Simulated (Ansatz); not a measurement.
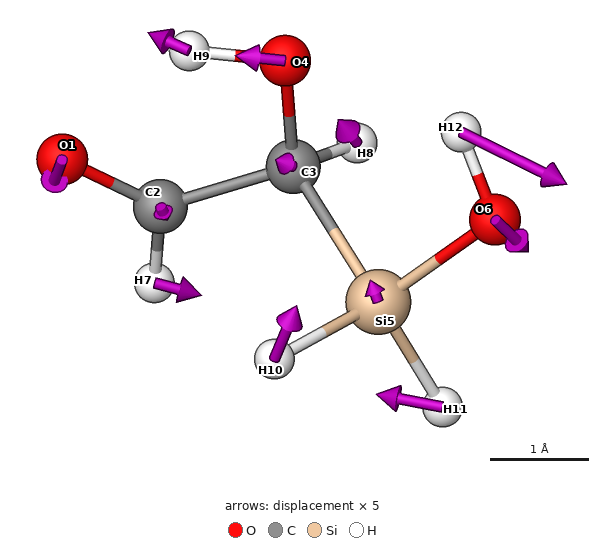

A relaxation of C₂H₆O₃Si. The starting structure is drawn; purple arrows show the displacements, magnified 5 times. The two geometries are superimposed by the best rigid fit.

The picture is a ball-and-stick view, seen at a tilt.

The start comes from PBE-D4/def2-SVP.

These are results of RKS PBE0-D4/def2-TZVP in Ansatz, not measurements. Settings: force threshold 0.005 eV/Å; at most 150 steps.

**Atoms of which element are displaced furthest, and by how much?**

Hydrogen: up to 0.26 Å, against 0.14 Å for oxygen.

**What did the optimiser do to the structure, and how much energy did it gain?**

The atom that moves furthest after the best rigid fit is H12 (0.26 Å). By element the largest moves are H 0.26 Å, O 0.14 Å, C 0.06 Å, Si 0.05 Å. Near-neighbour distances that change, for instance: Si5–O6 1.675 → 1.638 Å, C3–Si5 1.945 → 1.915 Å, O4–H9 0.992 → 0.972 Å, C2–H7 1.127 → 1.107 Å. Bond angles that change, for instance: Si5–O6–H12 108.3° → 114.6°, C3–Si5–O6 103.2° → 106.6°, C3–O4–H9 102.8° → 105.0°. The energy falls by 0.093 eV in 13 accepted moves (15 points after the start). The largest force component goes from 1.3 to 0.0017 eV/Å. The line search rejected the trial steps at points 11, 14 of the run. The run took 24 s on 4 threads of AMD EPYC 9R45 96-Core, with other jobs on the host.
